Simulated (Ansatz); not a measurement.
**C2H4LiSi (SMILES [Li][SiH]C=C) (doublet): density, localisation and related maps**

The calculation's input:

```
crystal:
  periodic: [false, false, false]
  atoms:
    - {symbol: C, position_ang: [-1.317311, -1.558656, 0.684525]}
    - {symbol: C, position_ang: [-0.281081, -0.681872, 0.731469]}
    - {symbol: Li, position_ang: [-2.276346, 2.364667, -0.486080]}
    - {symbol: Si, position_ang: [-0.354880, 1.123000, 0.284579]}
    - {symbol: H, position_ang: [-2.320950, -1.246498, 0.363282]}
    - {symbol: H, position_ang: [-1.209649, -2.614293, 0.961772]}
    - {symbol: H, position_ang: [0.687006, -1.086322, 1.065967]}
    - {symbol: H, position_ang: [1.055287, 1.621244, 0.514175]}
basis:
  gaussian: {orbitals: def2-TZVPD}
magnetization: {spin_polarized: true, initial_magnetization: 1}
hamiltonian: {xc: {name: PBE0}}
output: {forces: true, orbitals: {seedname: orbitals}}
```

Launched as:

```sh
ansatz run input.yaml --threads 1 --pin off --max-ram 2610MiB --events-out events.jsonl --progress --plain --runs-dir runs
```

Geometry: r2SCAN-D4/def2-SVP.

All numbers below come from isolated molecule in a Gaussian basis; Kohn-Sham density functional theory, functional PBE0 in Ansatz 0.2.0.

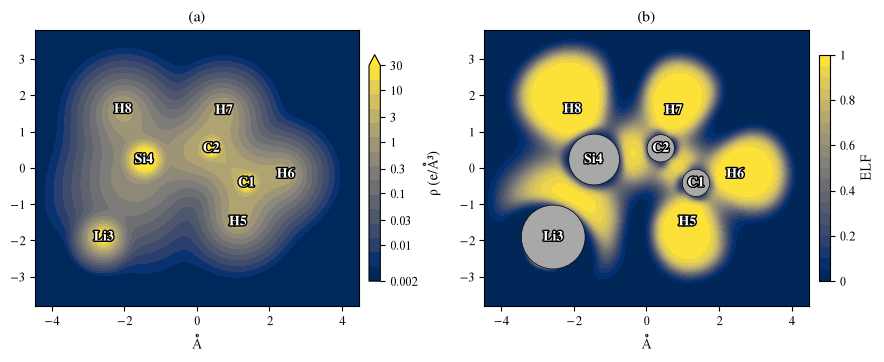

Figure 1. (a) electron density; (b) ELF on the molecular plane. Grey discs cover the atomic cores in the ELF map.

Question: Read the bonding off the picture.

Answer: The plane passes through C, Li, Si and H nuclei. C–C (1.36 Å): ρ at the midpoint is about 2.2 e/Å³; the ELF peaks at about 0.95 between the atoms: localised, covalent bonding. C–Si (1.86 Å): the density is about 0.96 e/Å³ at the midpoint; the ELF peaks at about 0.95 between the atoms: localised, covalent bonding. Li–Si (2.41 Å): ρ is about 0.35 e/Å³ halfway; the ELF peaks at about 1 in the valence shell of Si, 1.2 Å from its nucleus, and is about 1 at the midpoint. C–H (1.10 Å): the density is about 2 e/Å³ at the midpoint; the ELF climbs to about 1 towards the hydrogen, as it does in any bond to H (an ordinary covalent bond to hydrogen). Si–H (1.51 Å): the density is about 0.75 e/Å³ at the midpoint; the ELF climbs to about 1 towards the hydrogen.

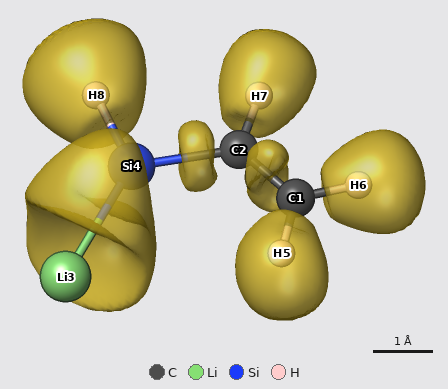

Figure 2. Isosurface of the ELF at 0.8 (yellow), seen at an oblique angle. Only the valence region is drawn (cores and ρ < 0.01 e/Å³ removed).

Question: Where are the electrons localised?

Answer: The ELF exceeds this value in one region between bonded C–C atoms (shared pairs), one region between bonded C–Si atoms (shared pairs), four regions around hydrogen nuclei and one lobe of the valence shell of Si pointing towards Li (polar bonds).
